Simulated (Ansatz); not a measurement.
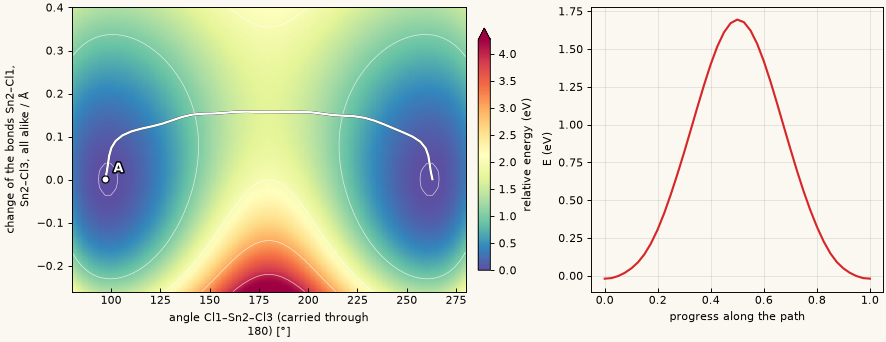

Cl₂Sn, SMILES [Cl][Sn][Cl]. The first coordinate is: angle Cl1–Sn2–Cl3 (carried through 180); the second: change of the bonds Sn2–Cl1, Sn2–Cl3, all alike. Nothing is relaxed (all other coordinates rigid). The grid has 15 × 15 points; 120 points were computed and 105 follow by symmetry. Points are written as (first, second). Energies: eV, counted from the lowest grid point. Level of theory: Ansatz 0.2.0, RHF/def2-TZVP.

Drawn: a smooth colour map with a few white contour lines, a line along the lowest path, one colour for all values above the top of the scale, the energy along the path at the right, the start A. Between grid points the surface is interpolated.

> Describe the path and its barrier.

The easiest path leads from the well at about (97°, 0.00 Å) to a well of about the same depth at about (263°, 0.00 Å). Its highest point lies about 1.7 eV above the bottom of the first well on the interpolated surface, at about (180°, 0.16 Å). The start is the relaxed structure and all else is held, so a fully relaxed path at this level can only be lower.
